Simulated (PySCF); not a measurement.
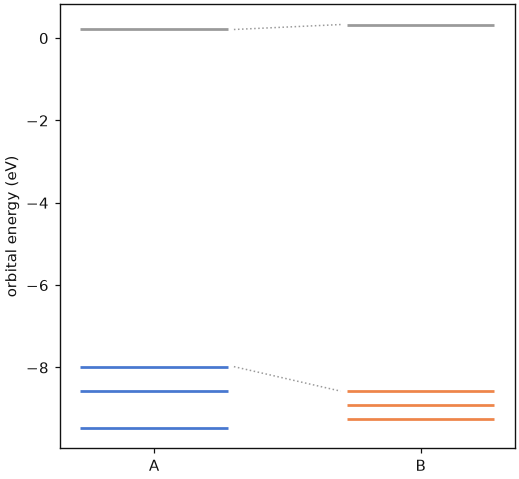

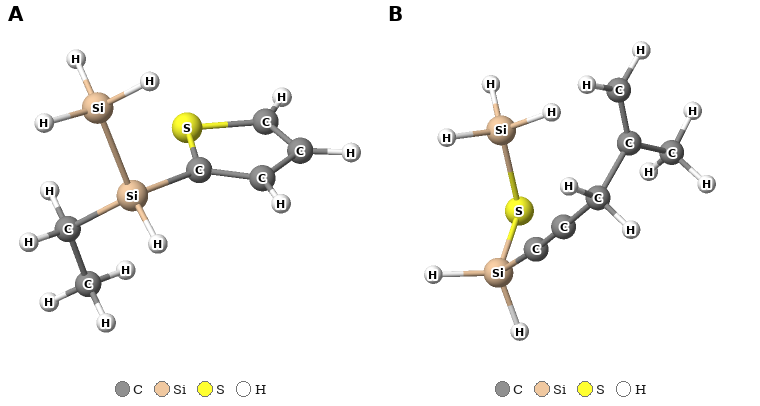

Related molecules: A is C₆H₁₂SSi₂, SMILES CC[Si@H]([SiH3])c1cccs1; B is C₆H₁₂SSi₂, SMILES C=C(C)CC#C[SiH2]S[SiH3]. Frontier orbital energies, CAM-B3LYP/def2-SVPD, PySCF 2.14.0, at a PBE0-D3(BJ)/def2-SVP geometry (no frequency check); drawn are at most three filled levels and, in grey, the LUMO with any level within 0.03 eV of it; dotted lines join the HOMOs and the LUMOs.

### What does the change do to the frontier levels?

From A to B the HOMO falls by 0.59 eV and the LUMO rises by 0.12 eV, so the separation goes from 8.19 to 8.90 eV.

### Does the ΔSCF ionisation energy follow the HOMO?

A: −ε(HOMO) 7.98, ΔSCF 8.49 eV; B: −ε(HOMO) 8.57, ΔSCF 9.21 eV.

Caveats, for all or some of the runs: empty levels above zero depend strongly on the basis; one conformer of a flexible molecule.
